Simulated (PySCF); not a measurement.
Vertical excitations of a molecule H11NSi4 from TDA-B3LYP/def2-SVPD run with PySCF 2.14.0, as energy in eV (oscillator strength): 4.94 (0.003), 5.62 (0.022), 5.73 (0.021), 5.93 (0.048), 6.00 (0.007), 6.26 (0.161). Lowest triplet (TDA): 4.56 eV. Coordinates come from a r2SCAN-D4/def2-SVP optimisation. The values are those of a single conformer.

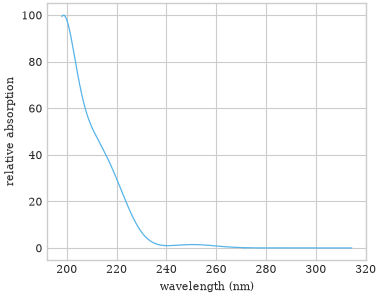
Figure. The lines broadened by 0.4 eV.

Identify the compound among the candidates.
A. N[Si]([SiH3])([SiH3])[SiH3]
B. [SiH3][SiH2]N[SiH2][SiH3]
C. N[SiH2][SiH2][SiH2][SiH3]
D. N[SiH2][SiH]([SiH3])[SiH3]

A, N[Si]([SiH3])([SiH3])[SiH3]
